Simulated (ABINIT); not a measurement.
# SnO2 (Cassiterite): G0W0 with ABINIT, start to end

How does a plane-wave GW calculation on SnO2 (Cassiterite) run from the first input to the gap?

Program: ABINIT 10.8.3. Level of theory: PBE and many-body steps on it, plane waves. Results are calculated unless marked as measured.

**Experimental background.**

- Gap 3.6 eV: experimental gap quoted from earlier work; bulk crystal (quoted in “Study on the Photocatalytic Properties of Flower-Shaped SnO2”, 2022, pmc:9565917).

## (1) Starting point

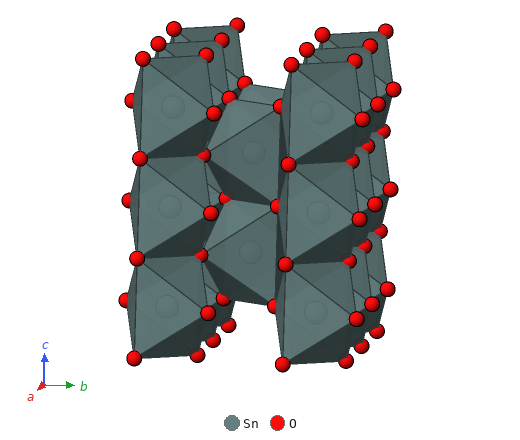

The starting structure, seen slightly off an axis (tin teal, oxygen red). 2×1×2 cells are drawn. Some periodic images of atoms are drawn too.

The cell and positions come from the Crystallography Open Database and are kept as given unless a step says otherwise.

## (2) Ground state

This step: ABINIT 10.8.3; DFT, PBE, plane waves, norm-conserving pseudopotentials.

The ground-state density comes first.

Input file run.abi:

```
acell 3*1.0 Angstrom
rprim 
  4.738000000000 0.000000000000 0.000000000000
  0.000000000000 4.738000000000 0.000000000000
  0.000000000000 0.000000000000 3.186500000000
ntypat 2
znucl 50 8
natom 6
typat 1 1 2 2 2 2
xred 
  0.000000000000 0.000000000000 0.000000000000
  0.500000000000 0.500000000000 0.500000000000
  0.307100000000 0.307100000000 0.000000000000
  0.192900000000 0.807100000000 0.500000000000
  0.692900000000 0.692900000000 0.000000000000
  0.807100000000 0.192900000000 0.500000000000
pp_dirpath "pseudos"
pseudos "Sn.upf, O.upf"
ecut 42
ngkpt 4 4 6
nshiftk 1
shiftk 0 0 0
kptopt 1
chksymbreak 0
nband 41
occopt 1
tolvrs 1e-10
nstep 60
prtwf 0
indata_prefix "in"
outdata_prefix "out"
tmpdata_prefix "tmp"
```

On the command line:

```console
$ OMP_NUM_THREADS=1 mpirun -n 8 abinit run.abi > log
```

Numbers of over 12 decimals in the logs are rounded to 6 here.

Log:

```text
.Version 10.8.3 of ABINIT. v10.8.2 released Aug 2026.

 Symmetries : space group P4_2/m n m (#136); Bravais tP (primitive tetrag.)
================================================================================
 Values of the parameters that define the memory need of the present run
     intxc =       0    ionmov =       0      iscf =       7    lmnmax =       6
     lnmax =       6     mgfft =      54  mpssoang =       3    mqgrid =    3001
     natom =       6  nloc_mem =       1    nspden =       1   nspinor =       1
    nsppol =       1      nsym =      16    n1xccc =    2501    ntypat =       2
    occopt =       1   xclevel =       2
-    mband =          41        mffmem =           1         mkmem =           3
       mpw =        6296          nfft =      104976          nkpt =          24
================================================================================
  Rough estimation (10% accuracy) of disk space for files :
================================================================================

--------------------------------------------------------------------------------
------------- Echo of variables that govern the present computation ------------
--------------------------------------------------------------------------------
 -outvars: echo values of preprocessed input variables --------
            acell      1.8897261259E+00  1.8897261259E+00  1.8897261259E+00 Bohr

      chksymbreak           0
             ecut      4.20000000E+01 Hartree
-          fftalg         312

              ixc     -101130
              kpt      0.00000000E+00  0.00000000E+00  0.00000000E+00
                       2.50000000E-01  0.00000000E+00  0.00000000E+00
                       5.00000000E-01  0.00000000E+00  0.00000000E+00
                       2.50000000E-01  2.50000000E-01  0.00000000E+00
                       5.00000000E-01  2.50000000E-01  0.00000000E+00
                       5.00000000E-01  5.00000000E-01  0.00000000E+00
                       0.00000000E+00  0.00000000E+00  1.66666667E-01
                       2.50000000E-01  0.00000000E+00  1.66666667E-01
                       5.00000000E-01  0.00000000E+00  1.66666667E-01
   [... 13 further rows ...]
                       5.00000000E-01  2.50000000E-01  5.00000000E-01
                       5.00000000E-01  5.00000000E-01  5.00000000E-01
         kptrlatt        4    0    0      0    4    0      0    0    6
          kptrlen      3.58140895E+01
P           mkmem           3
            natom           6
            nband          41
            ngfft          54      54      36
             nkpt          24
            nstep          60
             nsym          16
           ntypat           2
              occ      2.000000  2.000000  2.000000  2.000000  2.000000  2.000000
                       2.000000  2.000000  2.000000  2.000000  2.000000  2.000000
                       2.000000  2.000000  2.000000  2.000000  2.000000  2.000000
                       2.000000  2.000000  2.000000  2.000000  2.000000  2.000000
                       2.000000  2.000000  2.000000  2.000000  2.000000  2.000000
                       2.000000  2.000000  2.000000  2.000000  0.000000  0.000000
                       0.000000  0.000000  0.000000  0.000000  0.000000
            prtwf           0
            rprim      4.7380000000E+00  0.0000000000E+00  0.0000000000E+00
[...]
spgroup         136

           tolvrs      1.00000000E-10

             xred      0.0000000000E+00  0.0000000000E+00  0.0000000000E+00
[...]
znucl       50.00000    8.00000

================================================================================

 chkinp: Checking input parameters for consistency.

================================================================================
== DATASET  1 ==================================================================
-   mpi_nproc: 8, omp_nthreads: 1 (-1 if OMP is not activated)

--- !DatasetInfo
iteration_state: {dtset: 1, }
dimensions: {natom: 6, nkpt: 24, mband: 41, nsppol: 1, nspinor: 1, nspden: 1, mpw: 6296, }
cutoff_energies: {ecut:  42.0, pawecutdg:  -1.0, }
electrons: {nelect:   6.80000000E+01, charge:   0.00000000E+00, occopt:   1.00000000E+00, tsmear:   1.00000000E-02, }

 Real(R)+Recip(G) space primitive vectors, cartesian coordinates (Bohr,Bohr^-1):
 R(1)=  8.9535224  0.0000000  0.0000000  G(1)=  0.1116879  0.0000000  0.0000000
 R(2)=  0.0000000  8.9535224  0.0000000  G(2)=  0.0000000  0.1116879  0.0000000
 R(3)=  0.0000000  0.0000000  6.0216123  G(3)=  0.0000000  0.0000000  0.1660685
 Unit cell volume ucvol=  4.8272594E+02 bohr^3
 Angles (23,13,12)=  9.00000000E+01  9.00000000E+01  9.00000000E+01 degrees

 getcut: wavevector=  0.0000  0.0000  0.0000  ngfft=  54  54  36
         ecut(hartree)=     42.000   => boxcut(ratio)=   2.04927

--- Pseudopotential description ------------------------------------------------
- Sn Generated using ONCVPSP code by D. R. Hamann
- 50.00000  22.00000  171031                  znucl, zion, pspdat
12 -101130 2 -1 1628                          pspcod,pspxc,lmax,lloc,mmax
     nproj     2     2     2
  pspatm : epsatm=   27.31087254
         --- l  ekb(1:nproj) -->
[...]
pspatm: atomic psp has been read  and splines computed

[...]
ETOT  9  -509.49586500302    -8.112E-11 3.204E-04 3.678E-08
 ETOT 10  -509.49586500301     1.000E-11 2.448E-04 1.148E-09
 ETOT 11  -509.49586500304    -2.962E-11 2.319E-04 6.777E-11

 At SCF step   11       vres2   =  6.78E-11 < tolvrs=  1.00E-10 =>converged.

 Cartesian components of stress tensor (hartree/bohr^3)
  sigma(1 1)= -2.46207557E-04  sigma(3 2)=  0.00000000E+00
  sigma(2 2)= -2.46207557E-04  sigma(3 1)=  0.00000000E+00
  sigma(3 3)= -3.51754412E-04  sigma(2 1)=  0.00000000E+00

--- !ResultsGS
iteration_state: {dtset: 1, }
comment   : Summary of ground state results
lattice_vectors:
- [  8.9535224,   0.0000000,   0.0000000, ]
- [  0.0000000,   8.9535224,   0.0000000, ]
- [  0.0000000,   0.0000000,   6.0216123, ]
lattice_lengths: [   8.95352,    8.95352,    6.02161, ]
lattice_angles: [ 90.000,  90.000,  90.000, ] # degrees, (23, 13, 12)
lattice_volume:   4.8272594E+02
convergence: {deltae: -2.962E-11, res2:  6.777E-11, residm:  2.319E-04, diffor: null, }
etotal    :  -5.09495865E+02
entropy   :   0.00000000E+00
fermie    :   2.49058631E-01
cartesian_stress_tensor: # hartree/bohr^3
- [ -2.46207557E-04,   0.00000000E+00,   0.00000000E+00, ]
- [  0.00000000E+00,  -2.46207557E-04,   0.00000000E+00, ]
- [  0.00000000E+00,   0.00000000E+00,  -3.51754412E-04, ]
pressure_GPa:   8.2788E+00
xred      :
- [  0.0000E+00,   0.0000E+00,   0.0000E+00, Sn]
- [  5.0000E-01,   5.0000E-01,   5.0000E-01, Sn]
- [  3.0710E-01,   3.0710E-01,   0.0000E+00,  O]
- [  1.9290E-01,   8.0710E-01,   5.0000E-01,  O]
- [  6.9290E-01,   6.9290E-01,   0.0000E+00,  O]
- [  8.0710E-01,   1.9290E-01,   5.0000E-01,  O]
cartesian_forces: # hartree/bohr
- [  1.44560290E-19,  -0.00000000E+00,  -0.00000000E+00, ]
- [  1.44560290E-19,  -0.00000000E+00,  -0.00000000E+00, ]
- [ -3.66420005E-03,  -3.66420005E-03,  -0.00000000E+00, ]
- [  3.66420005E-03,  -3.66420005E-03,  -0.00000000E+00, ]
- [  3.66420005E-03,   3.66420005E-03,  -0.00000000E+00, ]
- [ -3.66420005E-03,   3.66420005E-03,  -0.00000000E+00, ]
force_length_stats: {min:   1.44560290E-19, max:   5.18196140E-03, mean:   3.45464094E-03, }

 Integrated electronic density in atomic spheres:
 ------------------------------------------------
 Atom  Sphere_radius  Integrated_density
[...]
================================================================================

 ----iterations are completed or convergence reached----

 Mean square residual over all n,k,spin=   67.387E-08; max=  23.190E-05
 reduced coordinates (array xred) for    6 atoms
[...]
0.500000000000      0.500000000000      0.500000000000
       0.307100000000      0.307100000000      0.000000000000
       0.192900000000      0.807100000000      0.500000000000
       0.692900000000      0.692900000000      0.000000000000
       0.807100000000      0.192900000000      0.500000000000
 rms dE/dt=  2.1872E-02; max dE/dt=  3.2807E-02; dE/dt below (all hartree)
    1       0.000000000000      0.000000000000      0.000000000000
    2       0.000000000000      0.000000000000      0.000000000000
    3       0.032807497163      0.032807497163      0.000000000000
    4      -0.032807497163      0.032807497163      0.000000000000
    5      -0.032807497163     -0.032807497163      0.000000000000
    6       0.032807497163     -0.032807497163      0.000000000000

 cartesian coordinates (angstrom) at end:
    1      0.000000     0.000000     0.000000
    2      2.369000     2.369000     1.593250
    3      1.455040     1.455040     0.000000
    4      0.913960     3.824040     1.593250
[...]
cartesian forces (hartree/bohr) at end:
[...]
frms,max,avg= 2.4428000E-03 3.6642000E-03   0.000E+00  0.000E+00  0.000E+00 h/b

 cartesian forces (eV/Angstrom) at end:
[...]
2      0.000000    -0.000000    -0.000000
    3     -0.188421    -0.188421    -0.000000
    4      0.188421    -0.188421    -0.000000
    5      0.188421     0.188421    -0.000000
    6     -0.188421     0.188421    -0.000000
 frms,max,avg= 1.2561383E-01 1.8842074E-01   0.000E+00  0.000E+00  0.000E+00 e/A
 length scales=  1.889726125908  1.889726125908  1.889726125908 bohr
              =  1.000000000000  1.000000000000  1.000000000000 angstroms
 prteigrs : about to open file out_EIG
 Fermi (or HOMO) energy (hartree) =   0.24906   Average Vxc (hartree)=  -0.42434
 Eigenvalues (hartree) for nkpt=  24  k points:
 kpt#   1, nband= 41, wtk=  0.01042, kpt=  0.0000  0.0000  0.0000 (reduced coord)
  -4.45122   -4.45122   -2.82797   -2.82797   -2.82638   -2.82638   -2.82622   -2.82621
  -0.52850   -0.50088   -0.49067   -0.48981   -0.48981   -0.48655   -0.48526   -0.48206
  -0.48100   -0.48100   -0.44591   -0.37776   -0.37776   -0.31287   -0.04845    0.10009
   0.10009    0.10339    0.13529    0.17389    0.17716    0.20329    0.20329    0.22098
   0.22098    0.24906    0.29623    0.47480    0.48381    0.48381    0.63508    0.64049
   0.69479
 prteigrs : prtvol=0 or 1, do not print more k-points.

--- !EnergyTerms
iteration_state     : {dtset: 1, }
comment             : Components of total free energy in Hartree
kinetic             :  2.00434493866220E+02
hartree             :  1.58895150068906E+02
xc                  : -7.12084152047545E+01
Ewald energy        : -2.98339747503783E+02
psp_core            :  1.11710042103051E+01
local_psp           : -4.87139504680541E+02
non_local_psp       : -2.33088457593944E+01
total_energy        : -5.09495865003043E+02
total_energy_eV     : -1.38640887733280E+04
band_energy         : -6.12362511478776E+01

 Cartesian components of stress tensor (hartree/bohr^3)
  sigma(1 1)= -2.46207557E-04  sigma(3 2)=  0.00000000E+00
  sigma(2 2)= -2.46207557E-04  sigma(3 1)=  0.00000000E+00
  sigma(3 3)= -3.51754412E-04  sigma(2 1)=  0.00000000E+00

-Cartesian components of stress tensor (GPa)         [Pressure=  8.2788E+00 GPa]
- sigma(1 1)= -7.24367642E+00  sigma(3 2)=  0.00000000E+00
- sigma(2 2)= -7.24367642E+00  sigma(3 1)=  0.00000000E+00
- sigma(3 3)= -1.03489721E+01  sigma(2 1)=  0.00000000E+00

== END DATASET(S) ==============================================================
================================================================================

 -outvars: echo values of variables after computation  --------
           etotal     -5.0949586500E+02
            nband          41
             nkpt          24
          spgroup         136
 [... the other variables as echoed above ...]

 Calculation completed.
```

Wall time 38 s (8 MPI ranks of Arm Neoverse V1, shared host); peak memory 0.72 GiB; 5.1 min of CPU time.

This step gave:

```yaml
total_energy: -13864.0888 eV
gap: 1.284 eV
k_of_the_valence_top: 0, 0, 0
k_of_the_conduction_bottom: 0, 0, 0
least_direct_gap: 1.284 eV
pressure: 8.279 GPa
```

The gap is direct, at Γ.

The cutoff was set for levels, not for stress, so the pressure can be off by some GPa.

[end of part 1 of 3]

[Paths, hosts, dates, memory and timing lines, banners, echoed tables and standing remarks are left out of the program output.]

[Logs are printed without paths, hosts, clocks, repeated set-up lines and the standing remarks that a program may print on its own settings, such as how far it seeks lower states.]

[Runs of the session that timed out or met a known fault of the program may be left out.]

[Hosts, paths, dates, database ids (printed as entryN), source tags and the programs' standing remarks are cut or masked in the printed files.]

[G0W0 gaps are taken among the corrected bands and points alone; a level outside them can change the order at an edge.]

[Where Ansatz stands beside ABINIT at settings called matched, ABINIT's density can come from a denser mesh and the files from another edition; pairs whose starting gaps differed by over 0.03 eV were left out, so agreement reads better than it is.]
